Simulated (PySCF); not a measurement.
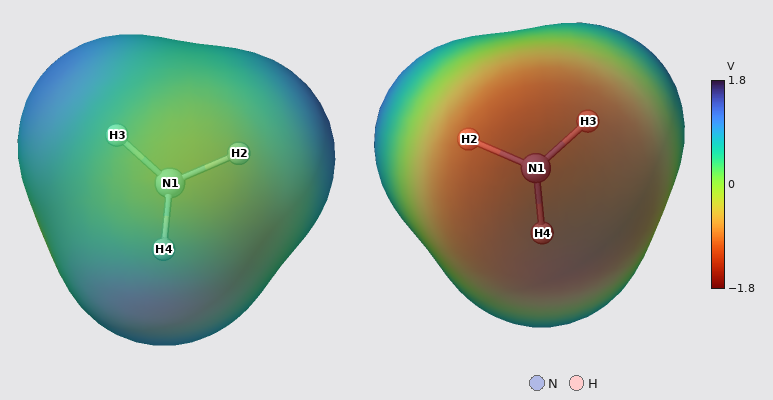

*H₃N, SMILES `N`. Electrostatic potential on the surface of electron density 0.001 a.u. (back view left, front view right).*

Computed with PySCF, TPSSh/6-311+G**, geometry: GFN2-xTB. No frequency check shows the geometry to be a minimum.

Where are the extremes of the potential on the surface?

Answer. Highest: 1.15 V, 1.3 Å from H3, and at like points elsewhere. Lowest: −1.76 V, 2.1 Å from N1. Further minima include 0.14 V, near H2 (1.90 Å), H3 (1.92 Å), H4 (2.04 Å) and N1 (2.08 Å). The surface is sampled at points, so like sites can differ by a few per cent and only the strongest of them is named.

What volume does the surface enclose, and what is the dipole moment?

Answer. About 36 Å³; the dipole moment is 1.7 D.
